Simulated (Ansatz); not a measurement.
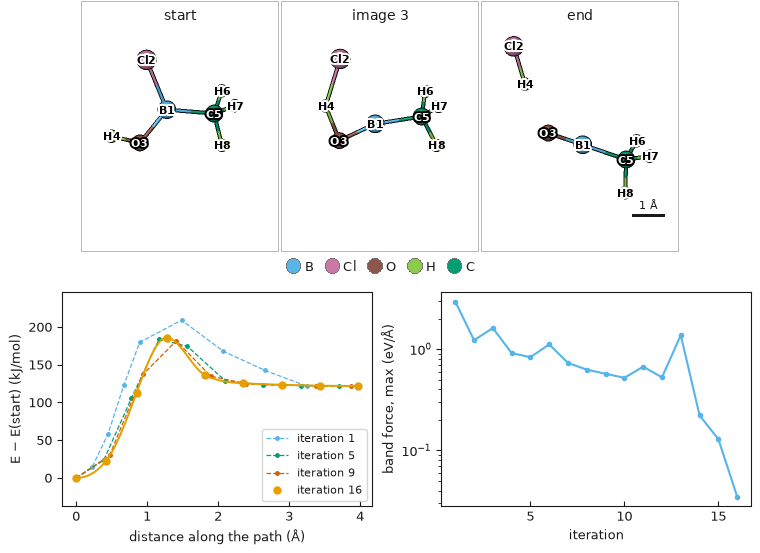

NEB run on CH4BClO. Images are numbered from 0 (start) to 8 (end). The plot follows the band through its iterations. A ball-and-stick model, seen at a tilt.

Computed with Ansatz 0.2.0, RKS r2SCAN/def2-mTZVP. Settings: 7 movable images; climbing image; force threshold 0.05 eV/Å; iteration limit 60; starting path through a guess of the saddle point.

### Judge this run.

The result is final at these settings. The band converged in 16 iterations. The largest component of the band force went from 2.9 to 0.035 eV/Å. The climbing image converged on the top of the path. Its vibrational analysis gives one imaginary mode (1167i cm⁻¹), as a transition state must have. The first iteration put the highest image at 209.1 kJ/mol. The highest point, image 3, lies 185.8 kJ/mol above the start and 64.1 kJ/mol above the end; the end is at +121.8 kJ/mol relative to the start.
